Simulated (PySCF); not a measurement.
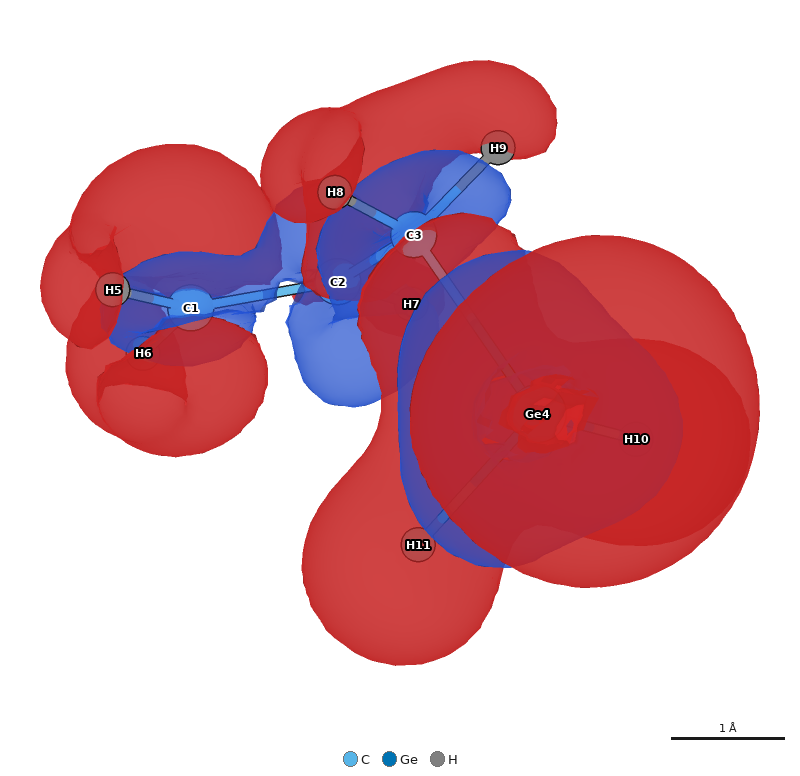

C3H7Ge, charge −1, SMILES `C=C[CH2][GeH2-]`. Fukui function f⁻ = ρ(N) − ρ(N−1) at fixed geometry, surfaces at ±0.01 e/Å³ (red positive, blue negative).

Computed with PySCF, ωB97X/aug-cc-pVDZ, geometry: GFN2-xTB. No frequency check shows the geometry to be a minimum. GFN2-xTB bond lengths at metals and heavier atoms can be off by up to 0.1 Å and shapes distorted, which carries into these values.

**On which atoms does the density change most on removal of an electron?**

f⁻ (Hirshfeld-condensed) is largest on Ge4 (0.46); the vertical detachment energy is 2.33 eV (the stability of the neutral species's solution wasn't checked). Condensed values hint at sites of electrophilic attack but needn't mark the atom that reacts. Orbital relaxation makes it negative in places (0.19 e in all).

| atom | f⁻ | charge |
| --- | --- | --- |
| C1 | +0.10 | −0.19 |
| C2 | +0.02 | −0.06 |
| C3 | +0.06 | −0.22 |
| Ge4 | +0.46 | −0.21 |
| H5 | +0.04 | +0.02 |
| H6 | +0.05 | +0.01 |
| H7 | +0.02 | +0.03 |
| H8 | +0.03 | +0.01 |
| H9 | +0.04 | +0.01 |
| H10 | +0.10 | −0.20 |
| H11 | +0.09 | −0.19 |
